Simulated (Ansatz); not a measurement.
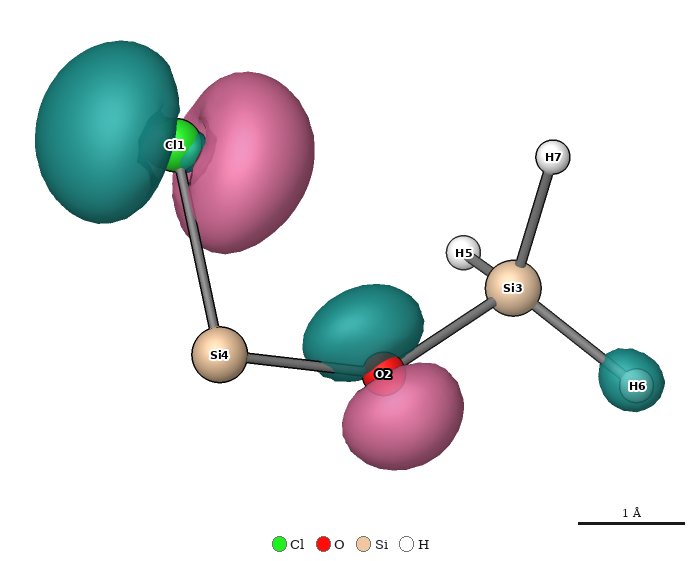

Figure. ClH3OSi2 (SMILES [SiH3]O[Si]Cl). The HOMO−1 at ±0.2 Å⁻³ᐟ² (teal and pink are the two phases), seen at a tilt.

Geometry: r2SCAN-D4/def2-SVP.

The calculation used isolated molecule in a Gaussian basis; Kohn-Sham density functional theory, functional PBE0 in Ansatz 0.2.0.

Input file:

```
basis:
  gaussian:
    orbitals: def2-TZVPD
crystal:
  periodic: [false, false, false]
  atoms:
    - {symbol: Cl, position_ang: [-3.893250, -0.468880, 0.553459]}
    - {symbol: O, position_ang: [-1.323995, -0.921910, -0.775606]}
    - {symbol: Si, position_ang: [-0.487894, 0.322700, 0.001297]}
    - {symbol: Si, position_ang: [-2.809242, -1.644712, -0.862292]}
    - {symbol: H, position_ang: [-1.131801, 1.628593, -0.310438]}
    - {symbol: H, position_ang: [0.905301, 0.305004, -0.517702]}
    - {symbol: H, position_ang: [-0.487775, 0.084018, 1.471050]}
output: {forces: true, orbitals: {seedname: orbitals}}
hamiltonian:
  xc: {name: PBE0}
```

Run with:

```sh
ansatz run input.yaml --threads 2 --pin off --max-ram 4350MiB --events-out events.jsonl --progress --plain --runs-dir runs
```

**Where does this orbital lie, and at what energy?**

It lies mainly on Cl1 (about 65 %) and O2 (about 20 %). Its energy is −9.15 eV.
